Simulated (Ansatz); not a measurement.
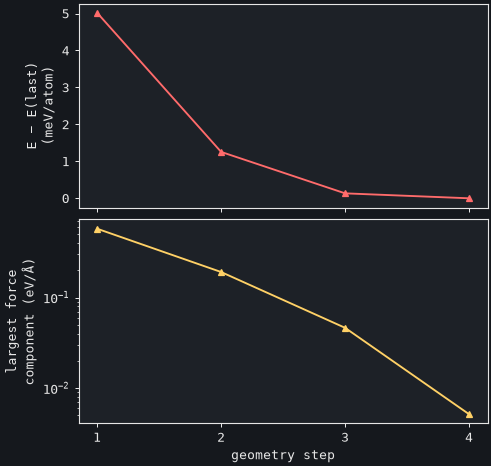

History of a geometry optimisation. The volume is held, while cell shape and atoms may move. A closing SCF on a freshly chosen basis isn't drawn.

```
crystal:
  lattice:
    - [3.0575444676, 0.0, 0.0]
    - [-1.5287722338, 2.6479111821, 0.0]
    - [0.0, 0.0, 11.2862623365]
  atoms:
    - { symbol: Mo, position: [0.3333333333, 0.6666666667, 0.25] }
    - { symbol: Mo, position: [0.6666666667, 0.3333333333, 0.75] }
    - { symbol: S, position: [0.3333333333, 0.6666666667, 0.6124153471] }
    - { symbol: S, position: [0.6666666667, 0.3333333333, 0.1124153471] }
    - { symbol: S, position: [0.3333333333, 0.6666666667, 0.8875846529] }
    - { symbol: S, position: [0.6666666667, 0.3333333333, 0.3875846529] }
basis:
  ecutwfc: 420
kpoints:
  mp_grid: { grid: [12, 12, 4] }
hamiltonian:
  xc: pbe
  dispersion: d3bj
scf:
  occupations: { method: gaussian, width: 0.02 }
  max_iter: 100
output:
  forces: true
  eigenvalues: true
  stress: true
relax:
  adjacent_minimum: "off"
  f_tol: 0.01
  max_steps: 30
  cell: { stress_tol: 0.1, fix: [volume] }
  max_displacement: 2.0
```

Command:
```bash
ansatz run input.yaml --threads 1 --pin off --max-ram 2560MiB --backend cpu --events-out ev --progress --plain --runs-dir out
```

Question: How did the optimisation end?

Answer: The optimisation met its thresholds at geometry 4, counting the start as the first. The energy fell by about 5 meV/atom from the first step to the last. The largest force component goes from about 0.57 eV/Å at the start to 5 × 10⁻³ eV/Å at the end.

Question: Is anything amiss with this input?

Answer: The input holds an odd setting (relaxation steps far too long). The SCF closed; whether the result suffers can't be told from this run alone.
